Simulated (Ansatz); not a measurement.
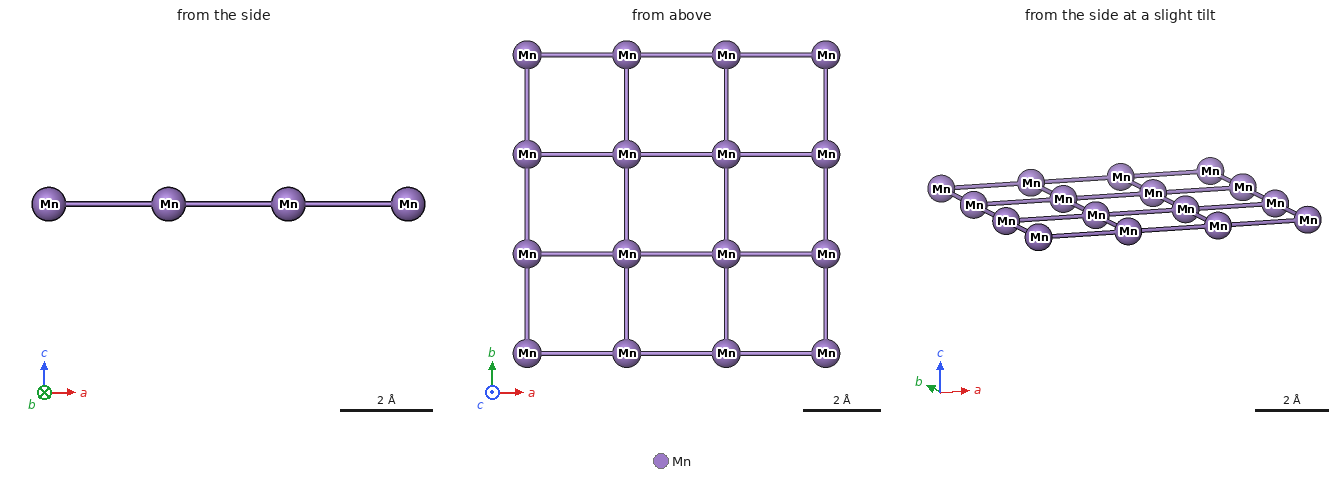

A ball-and-stick picture of a periodic sheet, seen from the side, from above and from the side at a slight tilt. The surface normal points up in side views; the vacuum is left out. 3×3 cells are drawn in the plane, with atoms at the edges repeated.

The cell holds 1 Mn.

What is the slab's thickness, atom centre to atom centre?

Answer. About 0.0 Å from the lowest to the highest atom.

What does the bonding look like?

Answer. Mn is surrounded by four Mn in a square planar arrangement at about 2.6 Å. The bonds build Mn layers parallel to the surface.

The model was built from a structure type filled with this element by a generator (whether the element takes this form wasn't checked). Atoms and cell were optimised with DFT PBE, scalar-relativistic, plane waves, PAW (Ansatz 0.2.0).
